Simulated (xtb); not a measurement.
## Run report: SiS, geometry relaxation (part 2 of 2)

Continued. System: SiS (silylene, thioxo-), SMILES [Si-]#[S+]. Method: GFN2-xTB (xtb 6.7.1 later snapshot).  The settings are looser than a standard set-up, so the numbers are not reference values.

Geometry of the input (Å):
```
Si -0.0751  0.0553  -0.0003
S  0.0458  -0.0179  1.9222
```

### Log, continued
```
 ---------------------------
Si1-S2=1.9978        S2-Si1=1.9978
 S  Si Rav=1.9978 sigma=0.0000  Rmin=1.9978  Rmax=1.9978     1

 selected bond angles (degree)
 --------------------

 selected dihedral angles (degree)
 ---------------------------------

           -------------------------------------------------
          |                Final Singlepoint                |
           -------------------------------------------------

          ...................................................
          :                      SETUP                      :
          :.................................................:
          :  # basis functions                  20          :
          :  # atomic orbitals                  18          :
          :  # shells                            6          :
          :  # electrons                        10          :
          :  max. iterations                   250          :
          :  Hamiltonian                  GFN2-xTB          :
          :  restarted?                      false          :
          :  GBSA solvation                  false          :
          :  PC potential                    false          :
          :  electronic temp.          300.0000000     K    :
          :  accuracy                    1.0000000          :
          :  -> integral cutoff          0.2500000E+02      :
          :  -> integral neglect         0.1000000E-07      :
          :  -> SCF convergence          0.1000000E-05 Eh   :
          :  -> wf. convergence          0.1000000E-03 e    :
          :  Broyden damping             0.4000000          :
          :  net charge                          0          :
          :  unpaired electrons                  0          :
          ...................................................

 iter      E             dE          RMSdq      gap      omega  full diag
   1     -4.9852549 -0.498525E+01  0.818E-06    2.80       0.0  T
   2     -4.9852549  0.355271E-13  0.592E-06    2.80   11939.4  T
   3     -4.9852549 -0.541789E-13  0.527E-06    2.80   13413.4  T

   *** convergence criteria satisfied after 3 iterations ***

         #    Occupation            Energy/Eh            Energy/eV
      -------------------------------------------------------------
         1        2.0000           -0.7003510             -19.0575
         2        2.0000           -0.5642901             -15.3551
         3        2.0000           -0.3710785             -10.0976
         4        2.0000           -0.3710785             -10.0976
         5        2.0000           -0.3675844             -10.0025 (HOMO)
         6                         -0.2647611              -7.2045 (LUMO)
         7                         -0.2647611              -7.2045
         8                         -0.1596264              -4.3437
         9                         -0.0611867              -1.6650
        10                         -0.0611867              -1.6650
       ...                                ...                  ...
        18                          0.9859824              26.8299
      -------------------------------------------------------------
                  HL-Gap            0.1028232 Eh            2.7980 eV
             Fermi-level           -0.3161728 Eh           -8.6035 eV

 SCC (total)                   0 d,  0 h,  0 min,  0.001 sec
 SCC setup                      ...        0 min,  0.000 sec (  3.924%)
 Dispersion                     ...        0 min,  0.000 sec (  0.585%)
 classical contributions        ...        0 min,  0.000 sec (  0.422%)
 integral evaluation            ...        0 min,  0.000 sec ( 31.476%)
 iterations                     ...        0 min,  0.000 sec ( 27.323%)
 molecular gradient             ...        0 min,  0.000 sec ( 30.865%)
 printout                       ...        0 min,  0.000 sec (  4.110%)

         :::::::::::::::::::::::::::::::::::::::::::::::::::::
         ::                     SUMMARY                     ::
         :::::::::::::::::::::::::::::::::::::::::::::::::::::
         :: total energy              -4.961515241845 Eh    ::
         :: gradient norm              0.001932522323 Eh/a0 ::
         :: HOMO-LUMO gap              2.797962507814 eV    ::
         ::.................................................::
         :: SCC energy                -4.985254924059 Eh    ::
         :: -> isotropic ES            0.010351718125 Eh    ::
         :: -> anisotropic ES          0.004952953649 Eh    ::
         :: -> anisotropic XC         -0.011340866684 Eh    ::
         :: -> dispersion             -0.001012404709 Eh    ::
         :: repulsion energy           0.023739682214 Eh    ::
         :: add. restraining           0.000000000000 Eh    ::
         :: total charge               0.000000000000 e     ::
         :::::::::::::::::::::::::::::::::::::::::::::::::::::

           -------------------------------------------------
          |                Numerical Hessian                |
           -------------------------------------------------
step length          :   0.00500
SCC accuracy         :   0.30000
Hessian scale factor :   1.00000
frozen atoms in %    :   0.00000    0
RMS gradient         :   0.00193

writing file <hessian>, containing the non-mass-weighted Hessian matrix in atomic units (Eₕ/Bohr²).

 vibrational frequencies (cm⁻¹)
eigval :        0.00     0.00     0.00     0.00     0.00   768.88
           -------------------------------------------------
          |                Property Printout                |
           -------------------------------------------------

    * Orbital Energies and Occupations

         #    Occupation            Energy/Eh            Energy/eV
      -------------------------------------------------------------
         1        2.0000           -0.7003510             -19.0575
         2        2.0000           -0.5642901             -15.3551
         3        2.0000           -0.3710785             -10.0976
         4        2.0000           -0.3710785             -10.0976
         5        2.0000           -0.3675844             -10.0025 (HOMO)
         6                         -0.2647612              -7.2045 (LUMO)
         7                         -0.2647612              -7.2045
         8                         -0.1596264              -4.3437
         9                         -0.0611868              -1.6650
        10                         -0.0611868              -1.6650
        11                         -0.0280449              -0.7631
        12                         -0.0280449              -0.7631
        13                          0.0382040               1.0396
        14                          0.0382040               1.0396
        15                          0.0435061               1.1839
        16                          0.1199671               3.2645
       ...                                ...                  ...
        18                          0.9859823              26.8299
      -------------------------------------------------------------
                  HL-Gap            0.1028232 Eh            2.7980 eV
             Fermi-level           -0.3161728 Eh           -8.6035 eV

     #   Z          covCN         q      C6AA      α(0)
     1  14          0.882     0.389   223.676    32.500
     2  16          0.882    -0.389   156.074    21.131

 Mol. C6AA /au·bohr⁶  :        742.808341
 Mol. C8AA /au·bohr⁸  :      45136.679843
 Mol. α(0) /au        :         53.631029

Wiberg/Mayer (AO) data.
largest (>0.10) Wiberg bond orders for each atom

 ---------------------------------------------------------------------------
     #   Z sym  total        # sym  WBO       # sym  WBO       # sym  WBO
 ---------------------------------------------------------------------------
     1  14      2.339 --     2      2.339
     2  16      2.339 --     1      2.339
 ---------------------------------------------------------------------------

Topologies differ in total number of bonds
Writing topology from bond orders to xtbtopo.mol

molecular dipole:
                 x           y           z       tot (Debye)
 q only:       -0.092       0.056      -1.464
   full:       -0.108       0.066      -1.723       4.391
Molecule has the following symmetry elements: (Cinf) (sigma)
It seems to be the Cinfv point group
molecular quadrupole (traceless):
                xx          xy          yy          xz          yz          zz
 q only:        2.661      -0.007       2.660      -0.190       0.074      -5.321
  q+dip:        3.243      -0.008       3.242      -0.245       0.100      -6.486
   full:        4.899       0.004       4.910      -0.559       0.290      -9.809

           -------------------------------------------------
          |                Geometry Summary                 |
           -------------------------------------------------

      molecular mass/u    :       60.1502861
   center of mass at/Å    :       -0.0105310       0.0161798       1.0268449
  moments of inertia/u·Å² :        0.1609457E-15   0.5975464E+02   0.5975464E+02
rotational constants/cm⁻¹ :        0.1047411E+18   0.2821142E+00   0.2821142E+00

 * 1 selected distances

     #   Z          #   Z                                           value/Å
     1  14          2  16                                         1.9977880 (max)

 * 1 distinct bonds (by element types)

   Z      Z             #   av. dist./Å        max./Å        min./Å
  14 Si  16 S           1     1.9977880     1.9977880     1.9977880

           -------------------------------------------------
          |               Frequency Printout                |
           -------------------------------------------------
 vibrational frequencies (cm⁻¹)
eigval :        0.00     0.00     0.00     0.00     0.00   768.88
 reduced masses (amu)
    1:     29.81    2:     29.81    3:     30.08    4:     30.08    5:     30.08    6:     29.81
 IR intensities (km·mol⁻¹)
    1:     13.64    2:     13.64    3:      0.00    4:      0.00    5:      0.00    6:     30.96
 Raman intensities (Ä⁴*amu⁻¹)
    1:      0.00    2:      0.00    3:      0.00    4:      0.00    5:      0.00    6:      0.00
 output can be read by thermo (or use thermo option).
 writing <g98.out> molden fake output.
 recommended (thermochemical) frequency scaling factor: 1.0
           -------------------------------------------------
          |             Thermodynamic Functions             |
           -------------------------------------------------

cin symmetry found (for desy threshold:  0.10E+00) used in thermo

          ...................................................
          :                      SETUP                      :
          :.................................................:
          :  # frequencies                           1      :
          :  # imaginary freq.                       0      :
          :  linear?                              true      :
          :  only rotor calc.                    false      :
          :  symmetry                              cin      :
          :  rotational number                       1      :
          :  scaling factor                  1.0000000      :
          :  rotor cutoff                   50.0000000 cm⁻¹ :
          :  imag. cutoff                  -20.0000000 cm⁻¹ :
          :.................................................:

    mode    ω/cm⁻¹     T·S(HO)/kcal·mol⁻¹    T·S(FR)/kcal·mol⁻¹   T·S(vib)
   ------------------------------------------------------------------------
   ------------------------------------------------------------------------

   temp. (K)  partition function   enthalpy   heat capacity  entropy
                                   cal/mol     cal/K/mol   cal/K/mol   J/K/mol
 298.15  VIB   1.03                   55.139      0.703      0.234
         ROT   735.                  592.485      1.987     15.101
         INT   753.                  647.624      2.691     15.335
         TR   0.143E+26             1481.212      4.968     38.203
         TOT                        2128.8363     7.6586    53.5382   224.0039

       T/K    H(0)-H(T)+PV         H(T)/Eh          T*S/Eh         G(T)/Eh
   ------------------------------------------------------------------------
    298.15    0.339252E-02    0.514415E-02    0.254377E-01   -0.202936E-01
   ------------------------------------------------------------------------

         :::::::::::::::::::::::::::::::::::::::::::::::::::::
         ::                  THERMODYNAMIC                  ::
         :::::::::::::::::::::::::::::::::::::::::::::::::::::
         :: total free energy          -4.981808819699 Eh   ::
         ::.................................................::
         :: total energy               -4.961515241844 Eh   ::
         :: zero point energy           0.001751638225 Eh   ::
         :: G(RRHO) w/o ZPVE           -0.022045216079 Eh   ::
         :: G(RRHO) contrib.           -0.020293577854 Eh   ::
         :::::::::::::::::::::::::::::::::::::::::::::::::::::

optimized geometry written to: xtbopt.xyz

           -------------------------------------------------
          | TOTAL ENERGY               -4.961515241844 Eh   |
          | TOTAL ENTHALPY             -4.956371087086 Eh   |
          | TOTAL FREE ENERGY          -4.981808819699 Eh   |
          | GRADIENT NORM               0.001932444238 Eh/α |
          | HOMO-LUMO GAP               2.797961969925 eV   |
           -------------------------------------------------

------------------------------------------------------------------------
------------------------------------------------------------------------
 total:
 *  cpu-time:     0 d,  0 h,  0 min,  0.024 sec
 * ratio c/w:     1.000 speedup
 SCF:
 *  cpu-time:     0 d,  0 h,  0 min,  0.002 sec
 * ratio c/w:     1.000 speedup
 ANC optimizer:
 *  cpu-time:     0 d,  0 h,  0 min,  0.005 sec
 * ratio c/w:     1.000 speedup
 analytical hessian:
 *  cpu-time:     0 d,  0 h,  0 min,  0.010 sec
 * ratio c/w:     0.999 speedup
```

### File vibspectrum
```
$vibrational spectrum
#  mode     symmetry     wave number   IR intensity    selection rules
#                         cm**(-1)      (km*mol⁻¹)        IR
     1                       0.00         0.00000          -
     2                       0.00         0.00000          -
     3                       0.00         0.00000          -
     4                       0.00         0.00000          -
     5                       0.00         0.00000          -
     6        a            768.88        30.96299         YES
$end
```

### File xtbopt.xyz
```
2
 energy: -4.961515241845 gnorm: 0.001932522323 xtb: 6.7.1
Si          -0.07733977757834        0.05658082964701       -0.03526598892198
S            0.04798668189189       -0.01920732164072        1.95714602617012
```

### Standard error
```
normal termination of xtb
```

### Trajectory as extended XYZ (Å, eV, eV/Å), 4 frames, from step=0 to step=3
```
2
Properties=species:S:1:pos:R:3 step=0 energy=-134.91018
Si   -0.0751    0.0553   -0.0003
S     0.0458   -0.0179    1.9222
2
Properties=species:S:1:pos:R:3 step=1 energy=-134.97548
Si   -0.0789    0.0575   -0.0607
S     0.0496   -0.0202    1.9826
2
Properties=species:S:1:pos:R:3 step=2 energy=-135.00761
Si   -0.0778    0.0568   -0.0422
S     0.0484   -0.0195    1.9641
2
Properties=species:S:1:pos:R:3 step=3 energy=-135.00971
Si   -0.0773    0.0566   -0.0353
S     0.0480   -0.0192    1.9571
```

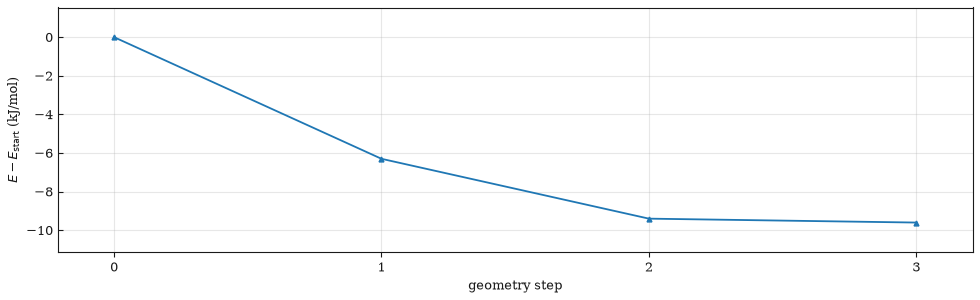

Figure 1. Progress of the relaxation, step by step (steps are counted from 0).

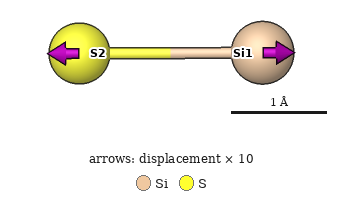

Figure 2. The starting structure with the displacements as pink arrows, magnified 10 times (ball-and-stick view, seen at a tilt). The two geometries are laid on each other by the best rigid fit. The largest moves after the best rigid fit, 0.035 Å, are those of Si1 and S2. Largest moves by element: Si 0.035 Å, S 0.035 Å. Among the contacts that change: Si1–S2 1.928 → 1.998 Å. After 3 geometry steps the energy has fallen by 9.60 kJ/mol. (Atoms are counted from 1 in the order of the input.)

### Key numbers

```json
{"quantity": "outcome", "value": "converged"}
{"quantity": "electrons treated", "value": "10"}
{"quantity": "total energy", "value": "−4.961515 hartree"}
{"quantity": "dispersion energy", "value": "−0.001012 hartree"}
{"quantity": "basis functions", "value": "20"}
{"quantity": "HOMO", "value": "−10.00 eV"}
{"quantity": "LUMO", "value": "−7.20 eV"}
{"quantity": "zero-point energy", "value": "0.001752 hartree"}
{"quantity": "dipole moment", "value": "4.39 D"}
{"quantity": "wavenumbers, lowest and highest", "value": "769 cm⁻¹"}
{"quantity": "peak memory", "value": "0.071 GiB"}
```

### Notes

Settings chosen away from the usual ones: method = gfn2-xtb; task = optfreq; opt_level = crude; x = {}; partner = base. These settings are looser than, or depart from, a standard set-up, so the numbers are not reference values for this system.
